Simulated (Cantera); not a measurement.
Input: 1 mol CaF2, 0.026 mol HF, 0.17 mol H2, held at 1300 Pa.

Cantera equilibrium calculation (NASA polynomials, part measured and part estimated; ideal gas, pure solids and liquids). Candidate condensed phases: Ca, CaF2; 15 gas species. Equilibrium is a limit: real reactors are often held back by kinetics, nucleation or transport.

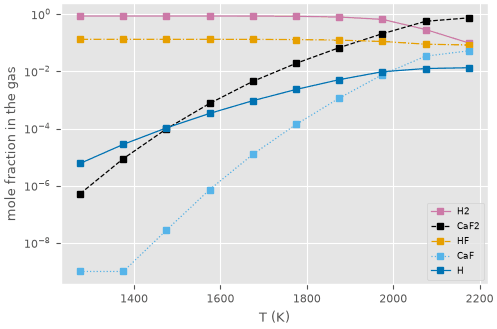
Figure: Equilibrium gas composition (values under 1e-9 drawn at 1e-9)

From 1275 K to 1675 K the condensed part is CaF2(s). From 1775 K to 2075 K the condensed part is CaF2(l). At 2175 K nothing is condensed. The main Ca-bearing gas is CaF2 throughout.
